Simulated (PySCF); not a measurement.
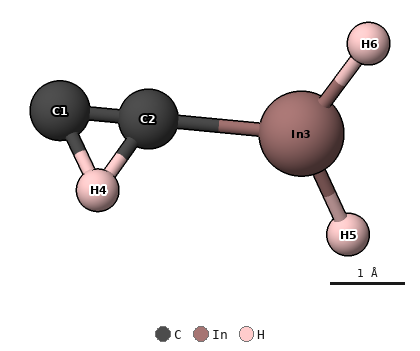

Figure 1. The starting structure (ball-and-stick view, seen at a tilt; atoms are numbered from 1 in the order of the input). Sticks mark near contacts.

## Saddle-point search, with input and output: C$_{2}$H$_{3}$In (part 1 of 4)

System: C$_{2}$H$_{3}$In.
Method: HCTH407/def2-SVP, RKS, dispersion D3(0), core potentials def2-svp (PySCF 2.14.0).

Figures and captions count atoms from 1; the log counts them from 0 in places.

**The input (job.py)**
```python
from pyscf import gto, dft
from pyscf import df
from pyscf.geomopt.geometric_solver import kernel as optimise

mol = gto.M(
    atom='mol.xyz',
    max_memory=1860,
    verbose=3,
    ecp={'In': 'def2-svp'},
    charge=0,
    basis='def2-svp',
)

ks = dft.RKS(mol)
ks.xc = 'hcth407'
ks = ks.density_fit(auxbasis=df.aug_etb(mol, beta=2.0))
ks.disp = 'd3zero'
converged, mol_eq = optimise(ks, maxsteps=60, transition=True, hessian=True)
print('converged:', converged)
print(mol_eq.tostring())

ks.reset(mol_eq)
mol = mol_eq
ks.kernel()
etot = ks.e_tot
print('E = %.10f Eh' % etot)
```

**File mol.xyz**
```
6

C     -0.186600    -1.928000     0.015100
C     -0.070400    -0.723400     0.005900
In     0.131900     1.363900    -0.010600
H      0.942975    -1.431621    -0.325102
H      0.673500     2.081500    -1.468800
H     -0.259400     2.195500     1.435000
```

Run as:
```bash
OMP_NUM_THREADS=1 python job.py
```

**What the program printed**
```
converged SCF energy = -268.462009683958

WARN: DFTD3 does not support analytical Hessian, using finite difference

WARN: Mole.unit (angstrom) is changed to Bohr

#|     Arguments passed to driver run_optimizer():      |#
customengine              <pyscf.geomopt.geometric_solver.PySCFEngine object>
maxiter                   60
transition                True
----------------------------------------------------------
 Transition state optimization requested.
Custom engine selected.
Requested bond order-based connectivity but it is not available in the current engine
Bonds will be generated from interatomic distances less than 1.20 times sum of covalent radii
18 internal coordinates being used (instead of 18 Cartesians)
Internal coordinate system (atoms numbered from 1):
Distance 1-2
Distance 1-4
Distance 2-3
Distance 2-4
Distance 3-5
Distance 3-6
Angle 2-1-4
Angle 3-2-4
Angle 2-3-6
Angle 5-3-6
Angle 1-4-2
LinearAngleX 1-2-3
LinearAngleY 1-2-3
Out-of-Plane 2-1-4-3
Out-of-Plane 3-2-5-6
Dihedral 4-1-3-5
Dihedral 4-1-3-6
Dihedral 4-2-3-5
Dihedral 4-2-3-6
Dihedral 3-2-4-1
Translation-X 1-6
Translation-Y 1-6
Translation-Z 1-6
Rotation-A 1-6
Rotation-B 1-6
Rotation-C 1-6
<class 'geometric.internal.Distance'> : 6
<class 'geometric.internal.Angle'> : 5
<class 'geometric.internal.LinearAngle'> : 2
<class 'geometric.internal.OutOfPlane'> : 2
<class 'geometric.internal.Dihedral'> : 5
<class 'geometric.internal.TranslationX'> : 1
<class 'geometric.internal.TranslationY'> : 1
<class 'geometric.internal.TranslationZ'> : 1
<class 'geometric.internal.RotationA'> : 1
<class 'geometric.internal.RotationB'> : 1
<class 'geometric.internal.RotationC'> : 1
> ===== Optimization Info: ====
> Job type: Transition state optimization
> Maximum number of optimization cycles: 60
> Initial / maximum trust radius (Angstrom): 0.010 / 0.030
> Convergence Criteria:
> Will converge when all 5 criteria are reached:
>  |Delta-E| < 1.00e-06
>  RMS-Grad  < 3.00e-04
>  Max-Grad  < 4.50e-04
>  RMS-Disp  < 1.20e-03
>  Max-Disp  < 1.80e-03
> === End Optimization Info ===

Geometry optimization cycle 1
Cartesian coordinates (Angstrom)
 Atom        New coordinates             dX        dY        dZ
   C  -0.186600  -1.928000   0.015100    0.000000  0.000000  0.000000
   C  -0.070400  -0.723400   0.005900    0.000000  0.000000  0.000000
  In   0.131900   1.363900  -0.010600    0.000000  0.000000  0.000000
   H   0.942975  -1.431621  -0.325102    0.000000  0.000000  0.000000
   H   0.673500   2.081500  -1.468800    0.000000  0.000000  0.000000
   H  -0.259400   2.195500   1.435000    0.000000  0.000000 -0.000000

WARN: Mole.unit (angstrom) is changed to Bohr

converged SCF energy = -268.462009683047
--------------- DFRKS_Scanner gradients ---------------
         x                y                z
0 C     0.0059934446     0.1227657185    -0.0005093112
1 C    -0.0207793490    -0.1041443570     0.0026761493
2 In     0.0017332977    -0.0179470161    -0.0008924846
3 H     0.0140529249     0.0020824651    -0.0014073011
4 H    -0.0027730799    -0.0009875311     0.0037972512
5 H     0.0017634405    -0.0017680667    -0.0036655140
----------------------------------------------
cycle 1: E = -268.462009683  dE = -268.462  norm(grad) = 0.16421
>> Using Hessian data provided via params...
>> Initial Cartesian Hessian Eigenvalues
Hessian Eigenvalues:  -1.785e-01 -1.277e-01 -1.135e-01 -9.885e-02 -8.227e-02 -1.778e-03 -1.303e-03
-1.192e-03  4.161e-03  5.865e-03  1.178e-02  1.278e-02    .....    2.167e-01  3.055e-01  2.370e+00

== Summary of harmonic free energy analysis ==
Note: Rotational symmetry is set to 1 regardless of true symmetry
2 Imaginary Frequencies (cm^-1): 507.697i 426.421i
Note: Free energy does not include contribution from imaginary mode(s)

Free energy contributions calculated at @ 300.00 K:
Zero-point vibrational energy:                                   15.3455 kcal/mol
H   (Trans + Rot + Vib = Tot):   1.4904 +   0.8942 +   1.1802 =   3.5648 kcal/mol
S   (Trans + Rot + Vib = Tot):  40.8173 +  23.5302 +   5.9374 =  70.2849 cal/mol/K
TS  (Trans + Rot + Vib = Tot):  12.2452 +   7.0591 +   1.7812 =  21.0855 kcal/mol

Ground State Electronic Energy    : E0                        =  -268.46200968 au (   -168462.4545 kcal/mol)
Free Energy Correction (Harmonic) : ZPVE + [H-TS]_T,R,V       =    -0.00346637 au (        -2.1752 kcal/mol)
Gibbs Free Energy (Harmonic)      : E0 + ZPVE + [H-TS]_T,R,V  =  -268.46547605 au (   -168464.6297 kcal/mol)

Step    0 : Gradient = 6.704e-02/1.229e-01 (rms/max) Energy = -268.4620096830
Hessian Eigenvalues:  -6.680e-01 -3.789e-01 -3.225e-01 -2.062e-02 -1.370e-03 -7.521e-04 -2.048e-04
-1.177e-04  6.979e-03  1.889e-02  3.018e-02  3.788e-02    .....    1.331e-01  1.498e-01  8.956e-01

Geometry optimization cycle 2
Cartesian coordinates (Angstrom)
 Atom        New coordinates             dX        dY        dZ
   C  -0.185017  -1.945615   0.015284    0.001583 -0.017615  0.000184
   C  -0.069015  -0.720288   0.004703    0.001385  0.003112 -0.001197
  In   0.133546   1.373601  -0.014499    0.001646  0.009701 -0.003899
   H   0.939802  -1.438483  -0.325028   -0.003173 -0.006862  0.000074
   H   0.675260   2.092419  -1.473143    0.001760  0.010919 -0.004343
   H  -0.259139   2.203344   1.433610    0.000261  0.007844 -0.001390
converged SCF energy = -268.466405290701
--------------- DFRKS_Scanner gradients ---------------
         x                y                z
0 C     0.0033063926     0.0815379679    -0.0007515593
1 C    -0.0167041742    -0.0636413094     0.0024418165
2 In     0.0016938960    -0.0165657354    -0.0010028822
3 H     0.0126390404     0.0010782266    -0.0009404974
4 H    -0.0026829867    -0.0008319743     0.0036208269
5 H     0.0017402399    -0.0015827244    -0.0033713926
----------------------------------------------
cycle 2: E = -268.466405291  dE = -0.00439561  norm(grad) = 0.107113
Step    1 : Displace = 1.052e-02/1.898e-02 (rms/max) Trust = 1.000e-02 (=) Grad = 4.373e-02/8.161e-02 (rms/max) E (change) = -268.4664052907 (-4.396e-03) Quality = 0.997
Hessian Eigenvalues:  -6.621e-01 -3.781e-01 -2.931e-01 -2.055e-02 -1.327e-03 -7.453e-04 -2.046e-04
-1.149e-04  6.984e-03  1.902e-02  3.096e-02  3.796e-02    .....    1.364e-01  1.544e-01  8.441e-01

Geometry optimization cycle 3
Cartesian coordinates (Angstrom)
 Atom        New coordinates             dX        dY        dZ
   C  -0.183689  -1.968763   0.017275    0.001328 -0.023148  0.001991
   C  -0.065416  -0.721310   0.001508    0.003600 -0.001022 -0.003195
  In   0.136412   1.384084  -0.024340    0.002866  0.010483 -0.009841
   H   0.935092  -1.451723  -0.325502   -0.004710 -0.013240 -0.000474
   H   0.678257   2.108390  -1.482584    0.002996  0.015971 -0.009441
   H  -0.259029   2.210291   1.428982    0.000111  0.006948 -0.004628
converged SCF energy = -268.469597536284
--------------- DFRKS_Scanner gradients ---------------
         x                y                z
0 C     0.0013149213     0.0422558526    -0.0011333924
1 C    -0.0127797189    -0.0263094099     0.0022329663
2 In     0.0016913095    -0.0142981315    -0.0013047510
3 H     0.0105889079     0.0000241451    -0.0003061870
4 H    -0.0024722197    -0.0004790617     0.0032578898
5 H     0.0016486091    -0.0012124399    -0.0027542425
----------------------------------------------
cycle 3: E = -268.469597536  dE = -0.00319225  norm(grad) = 0.0547632
Step    2 : Displace = 1.441e-02/2.298e-02 (rms/max) Trust = 1.414e-02 (+) Grad = 2.236e-02/4.229e-02 (rms/max) E (change) = -268.4695975363 (-3.192e-03) Quality = 0.973
Hessian Eigenvalues:  -6.801e-01 -3.782e-01 -2.927e-01 -2.042e-02 -1.152e-03 -7.277e-04 -2.041e-04
-9.949e-05  7.008e-03  1.917e-02  3.191e-02  3.797e-02    .....    1.376e-01  1.597e-01  7.420e-01

Geometry optimization cycle 4
Cartesian coordinates (Angstrom)
 Atom        New coordinates             dX        dY        dZ
   C  -0.184562  -1.977549   0.021056   -0.000872 -0.008786  0.003781
   C  -0.058479  -0.715989  -0.005332    0.006937  0.005320 -0.006840
  In   0.139751   1.407177  -0.041464    0.003338  0.023093 -0.017124
   H   0.930034  -1.460157  -0.327791   -0.005058 -0.008434 -0.002289
   H   0.682475   2.131786  -1.501370    0.004218  0.023395 -0.018785
   H  -0.260456   2.223357   1.420779   -0.001427  0.013066 -0.008203
converged SCF energy = -268.471153252649
--------------- DFRKS_Scanner gradients ---------------
         x                y                z
0 C     0.0005903012     0.0187163008    -0.0014164657
1 C    -0.0100383503    -0.0063504342     0.0019477092
2 In     0.0017366217    -0.0106146692    -0.0017988876
3 H     0.0083932620    -0.0007085265     0.0003282284
4 H    -0.0021922158    -0.0001930116     0.0028555682
5 H     0.0015025749    -0.0008624581    -0.0019308707
----------------------------------------------
cycle 4: E = -268.471153253  dE = -0.00155572  norm(grad) = 0.0265942
Step    3 : Displace = 1.509e-02/2.030e-02 (rms/max) Trust = 2.000e-02 (+) Grad = 1.086e-02/1.878e-02 (rms/max) E (change) = -268.4711532526 (-1.556e-03) Quality = 0.956
Hessian Eigenvalues:  -6.534e-01 -3.782e-01 -1.799e-01 -1.940e-02 -8.922e-04 -6.063e-04 -2.027e-04
-3.334e-05  7.057e-03  1.940e-02  3.436e-02  3.849e-02    .....    1.360e-01  1.634e-01  6.735e-01

Geometry optimization cycle 5
Cartesian coordinates (Angstrom)
 Atom        New coordinates             dX        dY        dZ
   C  -0.184871  -1.996496   0.024134   -0.000309 -0.018947  0.003078
   C  -0.051405  -0.727852  -0.010625    0.007073 -0.011863 -0.005293
  In   0.143596   1.405459  -0.053735    0.003845 -0.001718 -0.012271
   H   0.926395  -1.477697  -0.330595   -0.003639 -0.017540 -0.002804
   H   0.686505   2.136527  -1.514001    0.004030  0.004741 -0.012631
   H  -0.260446   2.220212   1.413185    0.000010 -0.003145 -0.007594
converged SCF energy = -268.47171571538
--------------- DFRKS_Scanner gradients ---------------
         x                y                z
0 C     0.0005821290     0.0071835170    -0.0015448344
1 C    -0.0081629429     0.0030397294     0.0015501499
2 In     0.0017020803    -0.0090456303    -0.0020750243
3 H     0.0064368188    -0.0009993671     0.0009074759
4 H    -0.0019021370     0.0002325257     0.0023086702
5 H     0.0013381267    -0.0004113177    -0.0011642647
----------------------------------------------
cycle 5: E = -268.471715715  dE = -0.000562463  norm(grad) = 0.0166494
Step    4 : Displace = 1.025e-02/1.590e-02 (rms/max) Trust = 2.828e-02 (+) Grad = 6.797e-03/9.435e-03 (rms/max) E (change) = -268.4717157154 (-5.625e-04) Quality = 0.887
Hessian Eigenvalues:  -5.794e-01 -3.782e-01 -8.511e-02 -1.833e-02 -8.129e-04 -3.695e-04 -2.016e-04
 2.307e-04  7.129e-03  1.939e-02  3.276e-02  3.871e-02    .....    1.304e-01  1.583e-01  6.785e-01

Geometry optimization cycle 6
Cartesian coordinates (Angstrom)
 Atom        New coordinates             dX        dY        dZ
   C  -0.186787  -1.997880   0.028293   -0.001917 -0.001384  0.004159
   C  -0.045519  -0.728616  -0.017391    0.005886 -0.000764 -0.006765
  In   0.147802   1.412080  -0.071559    0.004206  0.006622 -0.017824
   H   0.924460  -1.484800  -0.333234   -0.001935 -0.007103 -0.002638
   H   0.690421   2.147284  -1.530387    0.003916  0.010757 -0.016386
   H  -0.259781   2.219653   1.401060    0.000665 -0.000559 -0.012125
converged SCF energy = -268.471937401229
--------------- DFRKS_Scanner gradients ---------------
         x                y                z
0 C     0.0007792226     0.0047445360    -0.0016450763
1 C    -0.0075012501     0.0038277046     0.0015354072
2 In     0.0017833946    -0.0076095278    -0.0025974029
3 H     0.0054807759    -0.0010604899     0.0011780846
4 H    -0.0017847728     0.0004110778     0.0022089055
5 H     0.0012385023    -0.0002982401    -0.0007024539
----------------------------------------------
cycle 6: E = -268.471937401  dE = -0.000221686  norm(grad) = 0.0144857
Step    5 : Displace = 8.744e-03/1.385e-02 (rms/max) Trust = 3.000e-02 (+) Grad = 5.914e-03/8.560e-03 (rms/max) E (change) = -268.4719374012 (-2.217e-04) Quality = 0.824
Hessian Eigenvalues:  -4.064e-01 -3.782e-01 -4.794e-02 -1.716e-02 -8.019e-04 -3.890e-04 -2.000e-04
 1.725e-04  7.158e-03  1.852e-02  2.582e-02  4.106e-02    .....    1.295e-01  1.627e-01  6.739e-01

Geometry optimization cycle 7
Cartesian coordinates (Angstrom)
 Atom        New coordinates             dX        dY        dZ
   C  -0.188149  -2.002216   0.034584   -0.001361 -0.004336  0.006291
   C  -0.043105  -0.734521  -0.024030    0.002414 -0.005905 -0.006639
  In   0.155065   1.404127  -0.097008    0.007262 -0.007953 -0.025450
   H   0.924163  -1.495293  -0.333150   -0.000297 -0.010493  0.000084
   H   0.694753   2.159304  -1.545297    0.004333  0.012020 -0.014910
   H  -0.254344   2.205350   1.381056    0.005437 -0.014303 -0.020004
converged SCF energy = -268.471814101633
--------------- DFRKS_Scanner gradients ---------------
         x                y                z
0 C     0.0009609500     0.0056615817    -0.0017937809
1 C    -0.0078028748     0.0030120700     0.0020902176
2 In     0.0021052559    -0.0080395572    -0.0036125904
3 H     0.0054207394    -0.0010033472     0.0011953181
4 H    -0.0018542090     0.0007095711     0.0025411506
5 H     0.0011661683    -0.0003294760    -0.0004495209
----------------------------------------------
cycle 7: E = -268.471814102  dE = 0.0001233  norm(grad) = 0.0153795
Step    6 : Displace = 1.290e-02/2.186e-02 (rms/max) Trust = 3.000e-02 (=) Grad = 6.279e-03/9.062e-03 (rms/max) E (change) = -268.4718141016 (+1.233e-04) Quality = -11.810
Rejecting step - quality is lower than 0.0
Hessian Eigenvalues:  -4.064e-01 -3.782e-01 -4.794e-02 -1.716e-02 -8.019e-04 -3.890e-04 -2.000e-04
 1.725e-04  7.158e-03  1.852e-02  2.582e-02  4.106e-02    .....    1.295e-01  1.627e-01  6.739e-01

Geometry optimization cycle 8
Cartesian coordinates (Angstrom)
 Atom        New coordinates             dX        dY        dZ
   C  -0.187268  -2.000973   0.031215    0.000881  0.001243 -0.003369
   C  -0.042706  -0.732085  -0.021275    0.000399  0.002435  0.002755
  In   0.153139   1.408997  -0.084391   -0.001925  0.004870  0.012617
   H   0.924452  -1.491396  -0.333823    0.000289  0.003897 -0.000673
   H   0.694205   2.152515  -1.539270   -0.000549 -0.006789  0.006028
   H  -0.256135   2.213626   1.391028   -0.001791  0.008277  0.009972
converged SCF energy = -268.471930855442
--------------- DFRKS_Scanner gradients ---------------
         x                y                z
0 C     0.0008844360     0.0044324105    -0.0017096454
1 C    -0.0074599130     0.0039010726     0.0017111317
2 In     0.0019559465    -0.0075745002    -0.0030788001
3 H     0.0052434567    -0.0010493706     0.0012490915
4 H    -0.0017981995     0.0005685328     0.0022977729
5 H     0.0011706665    -0.0002620206    -0.0004953066
----------------------------------------------
cycle 8: E = -268.471930855  dE = -0.000116754  norm(grad) = 0.0144396
Step    7 : Displace = 6.163e-03/1.076e-02 (rms/max) Trust = 6.450e-03 (x) Grad = 5.895e-03/8.590e-03 (rms/max) E (change) = -268.4719308554 (+6.546e-06) Quality = -0.395
Rejecting step - quality is lower than 0.0
Hessian Eigenvalues:  -4.064e-01 -3.782e-01 -4.794e-02 -1.716e-02 -8.019e-04 -3.890e-04 -2.000e-04
 1.725e-04  7.158e-03  1.852e-02  2.582e-02  4.106e-02    .....    1.295e-01  1.627e-01  6.739e-01

Geometry optimization cycle 9
Cartesian coordinates (Angstrom)
 Atom        New coordinates             dX        dY        dZ
   C  -0.187044  -1.999267   0.029694    0.000224  0.001706 -0.001520
   C  -0.044633  -0.730065  -0.019055   -0.001927  0.002021  0.002220
  In   0.149745   1.410686  -0.077468   -0.003394  0.001689  0.006923
   H   0.924335  -1.487579  -0.333332   -0.000117  0.003817  0.000491
   H   0.691715   2.150128  -1.534200   -0.002490 -0.002387  0.005070
   H  -0.258430   2.216816   1.396516   -0.002295  0.003190  0.005488
converged SCF energy = -268.471929229576
--------------- DFRKS_Scanner gradients ---------------
         x                y                z
0 C     0.0008117181     0.0045092179    -0.0016718669
1 C    -0.0074872020     0.0039856510     0.0016265729
2 In     0.0018586427    -0.0076219768    -0.0028316933
3 H     0.0053916366    -0.0010583328     0.0012049704
4 H    -0.0017915203     0.0004864186     0.0022614494
5 H     0.0012127818    -0.0002857387    -0.0006135400
----------------------------------------------
cycle 9: E = -268.47192923  dE = 1.62587e-06  norm(grad) = 0.014494
Step    8 : Displace = 2.935e-03/5.155e-03 (rms/max) Trust = 3.081e-03 (x) Grad = 5.917e-03/8.637e-03 (rms/max) E (change) = -268.4719292296 (+8.172e-06) Quality = -0.547
Rejecting step - quality is lower than 0.0
Hessian Eigenvalues:  -4.064e-01 -3.782e-01 -4.794e-02 -1.716e-02 -8.019e-04 -3.890e-04 -2.000e-04
 1.725e-04  7.158e-03  1.852e-02  2.582e-02  4.106e-02    .....    1.295e-01  1.627e-01  6.739e-01

Geometry optimization cycle 10
Cartesian coordinates (Angstrom)
 Atom        New coordinates             dX        dY        dZ
   C  -0.186911  -1.998551   0.028986    0.000133  0.000716 -0.000708
   C  -0.045136  -0.729286  -0.018169   -0.000503  0.000779  0.000886
  In   0.148712   1.411412  -0.074413   -0.001033  0.000726  0.003055
   H   0.924390  -1.486113  -0.333248    0.000055  0.001466  0.000084
   H   0.691012   2.148746  -1.532179   -0.000703 -0.001382  0.002020
   H  -0.259140   2.218266   1.398878   -0.000710  0.001450  0.002362
converged SCF energy = -268.471932709192
```
